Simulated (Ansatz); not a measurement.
```xyz
13

Ge   -1.8480    2.7545   -0.9515
Ge    0.4229    0.0742   -2.5972
Ge   -1.6140    1.1013    1.0673
Ge    2.2709    0.3897    1.2696
Ge   -1.3726   -1.4486    2.1030
Ge    0.7154    3.0308   -0.1874
Ge    0.4266   -3.1740   -0.1536
S    -1.5555    0.4361   -1.1893
S     1.0245   -1.5515    1.6859
S     0.5073    1.9046    1.9131
S    -1.8410   -2.6423    0.2401
S     1.9466    1.2130   -1.0507
S     0.9170   -2.0878   -2.1493
```

Geometry: r2SCAN-D4/def2-SVP.

All numbers below come from UKS PBE-D4/def2-SVP (Ansatz 0.2.0).

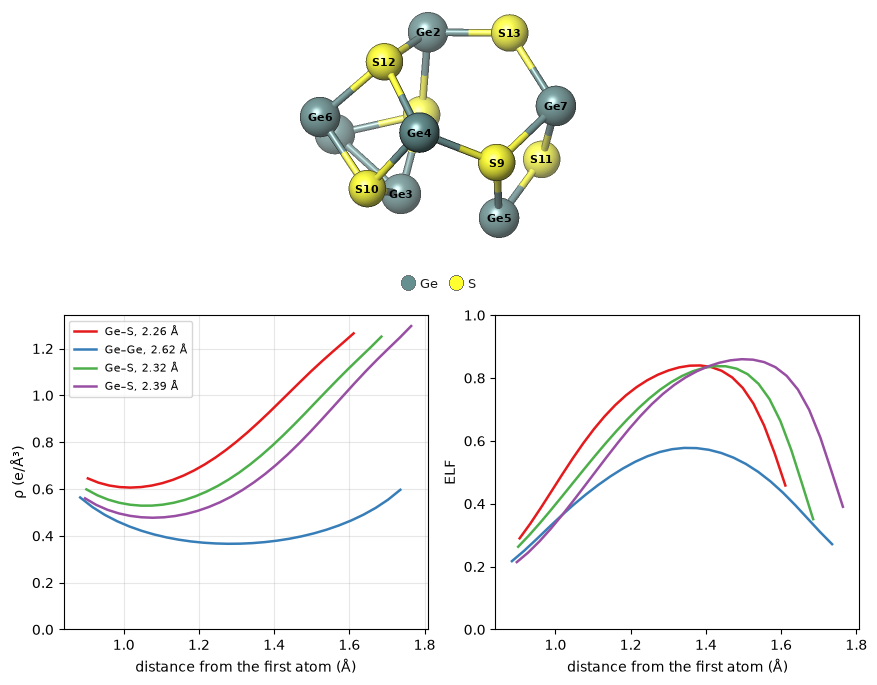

Ge7S6 (charge −1, doublet). Electron density and electron localisation function along straight lines between neighbouring atoms. The curves leave out the atomic cores. The structure is drawn too.

Q: What can be read from the curves?

A: Ge–S (2.26 Å): the density is about 0.64 e/Å³ at the midpoint; the ELF peaks at about 0.85 in the valence shell of S, 0.9 Å from its nucleus, and is about 0.70 at the midpoint.
Ge–Ge (2.62 Å): the density is about 0.37 e/Å³ at the midpoint; the ELF reaches about 0.60 near the midpoint.
Ge–S (2.32 Å): ρ at the midpoint is about 0.55 e/Å³; the ELF peaks at about 0.85 in the valence shell of S, 0.9 Å from its nucleus, and is about 0.65 at the midpoint.
Ge–S (2.39 Å): ρ at the midpoint is about 0.51 e/Å³; the ELF peaks at about 0.85 in the valence shell of S, 0.9 Å from its nucleus, and is about 0.65 at the midpoint.
